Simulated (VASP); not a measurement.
Band structure of CaO (rock salt). All values below come from TPSS meta-GGA, VASP's PBE PAW potentials (set 64) (plane waves; VASP).

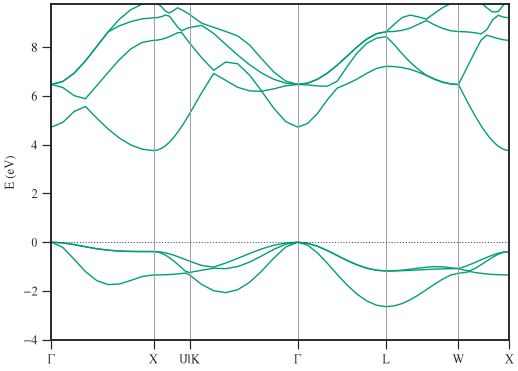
Figure: Bands along high-symmetry lines, zero at the valence-band maximum or, without a gap, the Fermi level

Read the plot: is there a gap, and where are the band edges?

The gap is indirect, 3.76 eV, from the valence maximum at Γ to the conduction minimum at X.

The compound is CaO in the rock salt structure. It was relaxed first.
